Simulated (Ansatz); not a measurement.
# wB97X/6-31G(d) (spherical functions) run of CH4BFSe (SMILES CB(F)[SeH])

What is the vertical singlet–triplet gap of CH4BFSe at wB97X/6-31G* (spherical functions)? 

Program for the calculation: Ansatz 0.2.0.

96 further runs of the same task are left out: 96 set aside as unsound or not needed. Runs told in other sessions of the task aren't counted.

## Step 1: The molecule

CH4BFSe has 8 atoms, charge 0, and is taken as a singlet. As SMILES, `CB(F)[SeH]`. The shape is that of a PBE0-D4/def2-TZVP optimisation. This is one conformer, not always the lowest.

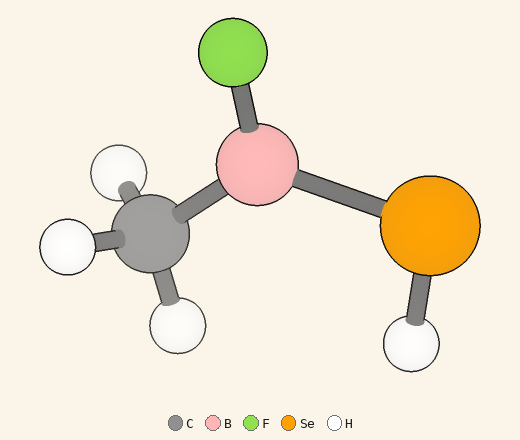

Viewed from a chosen angle; carbon grey, boron pink, fluorine green, selenium orange, hydrogen white.

## Step 2: A single-point energy at wB97X/6-31G(d) (spherical functions)

The input, molecule.yaml:

```yaml
basis:
  gaussian: {orbitals: 6-31G_st_-spherical.json}
crystal:
  periodic: [false, false, false]
  atoms:
    - {symbol: C, position_ang: [0.031600, 0.924800, -0.033200]}
    - {symbol: B, position_ang: [0.433300, -0.535500, -0.395600]}
    - {symbol: F, position_ang: [1.392300, -0.742200, -1.294100]}
    - {symbol: Se, position_ang: [-0.342700, -2.163400, 0.345700]}
    - {symbol: H, position_ang: [-0.308800, 1.440600, -0.937900]}
    - {symbol: H, position_ang: [-0.746600, 1.005800, 0.724100]}
    - {symbol: H, position_ang: [0.915800, 1.469900, 0.314200]}
    - {symbol: H, position_ang: [-1.283000, -1.457200, 1.221200]}
total_charge: 0
hamiltonian: {xc: {name: wB97X}}
accuracy: high
output: {orbitals: {seedname: orbitals}}
```

The basis set 6-31G* is read from a file made from the Basis Set Exchange's data (not shown).

On the command line:

```console
$ ansatz run molecule.yaml --threads 1 --pin off --max-ram 2610MiB --events-out events.jsonl --progress --plain --runs-dir runs
```

Standard output:

```text
Warning: RAYON_NUM_THREADS=1 ignored (pool sized by the plan → 1); use --threads N
Functional definition: wB97X
  name "wB97X"
  parameter omega = 0.3/bohr
  parameter cx = 0.157706
  parameter cx1 = 0.726479
  parameter cx2 = 1.04760
  parameter cx3 = -5.70635
  parameter cx4 = 13.2794
  parameter css1 = -4.33879
  parameter css2 = 18.2308
  parameter css3 = -31.7430
  parameter css4 = 17.2901
  parameter cos1 = 2.37031
  parameter cos2 = -11.3995
  parameter cos3 = 6.58405
  parameter cos4 = -3.78132
  exchange = spin_sum(e_x_unif_sr(omega)*poly(b97_u_x, 1 - cx, cx1, cx2, cx3, cx4)) + cx*exact_x_sr(omega)
      + exact_x_lr(omega)
  correlation = spin_sum(e_c_pw_same_spin*poly(b97_u_same, 1, css1, css2, css3, css4))
      + integral(e_c_pw_opposite_spin*poly(b97_u_opposite, 1, cos1, cos2, cos3, cos4))
1805 factors; integrals over basis functions are off by at most 1.3e-8 eV
325 factors; integrals over basis functions are off by at most 2.6e-9 eV
mean field evaluation 1: about -69836.6323 eV, gradient 3.4e1 eV
mean field evaluation 2: about -69837.6359 eV, gradient 2.9e1 eV
mean field evaluation 4: about -69838.9767 eV, gradient 1.2e0 eV
mean field evaluation 8: about -69839.0919 eV, gradient 4.9e-2 eV
mean field evaluation 16: about -69839.0919 eV, gradient 1.6e-5 eV
mean field -69839.09187269 eV, -2566.5392876847 hartree, gradient 9.2e-8 eV, S^2 0.000000; 0 other end points of the search recorded, 0 dependent functions left out
reference -69839.09187046 eV, -2566.5392876026 hartree; 29, 29 occupied and 53, 53 virtual orbitals, 1805 factors
Total energy: -69839.09187046 eV, -2566.5392876026 hartree
```

Wall time 26 s (1 thread of Arm Neoverse V2, shared host); peak memory 0.48 GiB.

## Step 3: The triplet

The input, input.yaml:

```yaml
crystal:
  periodic: [false, false, false]
  atoms:
    - {symbol: C, position_ang: [0.031600, 0.924800, -0.033200]}
    - {symbol: B, position_ang: [0.433300, -0.535500, -0.395600]}
    - {symbol: F, position_ang: [1.392300, -0.742200, -1.294100]}
    - {symbol: Se, position_ang: [-0.342700, -2.163400, 0.345700]}
    - {symbol: H, position_ang: [-0.308800, 1.440600, -0.937900]}
    - {symbol: H, position_ang: [-0.746600, 1.005800, 0.724100]}
    - {symbol: H, position_ang: [0.915800, 1.469900, 0.314200]}
    - {symbol: H, position_ang: [-1.283000, -1.457200, 1.221200]}
basis:
  gaussian:
    orbitals: 6-31G_st_-spherical.json
magnetization:
  spin_polarized: true
  initial_magnetization: 2
hamiltonian:
  xc: {name: wB97X}
accuracy: high
output:
  orbitals: {seedname: orbitals}
```

The basis set 6-31G* is read from a file made from the Basis Set Exchange's data (not shown).

On the command line:

```console
$ ansatz run input.yaml --threads 1 --pin off --max-ram 2610MiB --events-out events.jsonl --progress --plain --runs-dir runs
```

Standard output (excerpt; [...] marks lines left out):

```text
Warning: RAYON_NUM_THREADS=1 ignored (pool sized by the plan → 1); use --threads N
[... 2 set-up lines as earlier in the session ...]
[...]
      + exact_x_lr(omega)
[...]
      + integral(e_c_pw_opposite_spin*poly(b97_u_opposite, 1, cos1, cos2, cos3, cos4))
1805 factors; integrals over basis functions are off by at most 1.3e-8 eV
325 factors; integrals over basis functions are off by at most 2.6e-9 eV
[...]
mean field -69833.31807222 eV, -2566.3271044309 hartree, gradient 8.9e-8 eV, S^2 2.007068; 4 other end points of the search recorded, 0 dependent functions left out
reference -69833.31807039 eV, -2566.3271043638 hartree; 30, 28 occupied and 52, 54 virtual orbitals, 1805 factors
Total energy: -69833.31807039 eV, -2566.3271043638 hartree
```

Run time: 2.7 min. Hardware: 1 thread of Arm Neoverse V2, shared host; peak memory 0.86 GiB.

## Step 4: What came out

At wB97X/6-31G* (spherical functions):

```
                                        quantity           value
                           singlet: total energy  -2566.53929 Eh
                            singlet: HOMO energy        -9.56 eV
                            singlet: LUMO energy         2.33 eV
                          singlet: HOMO–LUMO gap        11.89 eV
                           triplet: total energy  -2566.32710 Eh
     triplet: HOMO energy (highest over α and β)        -3.90 eV
                                   triplet: ⟨S²⟩           2.007
vertical energy of the triplet above the singlet        5.774 eV
```

**Reading.** At this shape the triplet lies 5.77 eV (133 kcal/mol) above the singlet.
